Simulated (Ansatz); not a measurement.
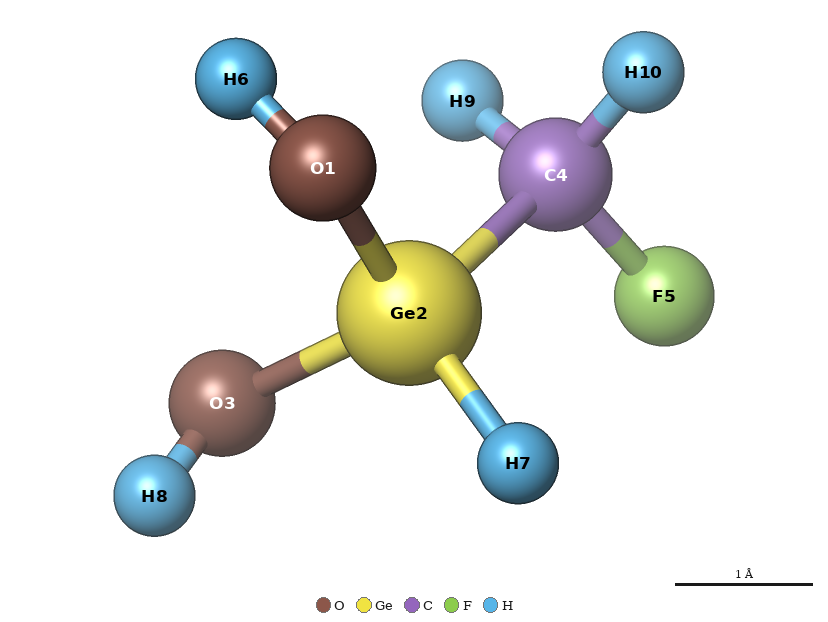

Orthographic view. Depth is shown by fading: the farther an atom, the more it takes the colour of the background. Computed geometry: PBE-D4/def2-SVP optimisation. No frequency run is at hand to confirm it as a minimum.

Write the connection table.

O1: Ge2, H6
Ge2: O1, O3, C4, H7
O3: Ge2, H8
C4: Ge2, F5, H9, H10
F5: C4
H6: O1
H7: Ge2
H8: O3
H9: C4
H10: C4
